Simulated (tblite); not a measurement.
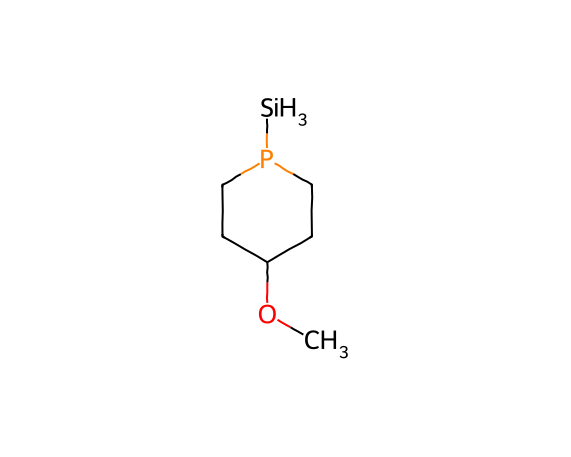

Source: calculation with tblite.

Skeletal drawing of a molecule.

Question: Transcribe the drawing into SMILES.

Answer: COC1CCP([SiH3])CC1

Question: What is the molecular formula?

Answer: C6H15OPSi.

Question: An optimisation with GFN2-xTB gave a structure of which point group?

Answer: C1. Other conformers may differ.
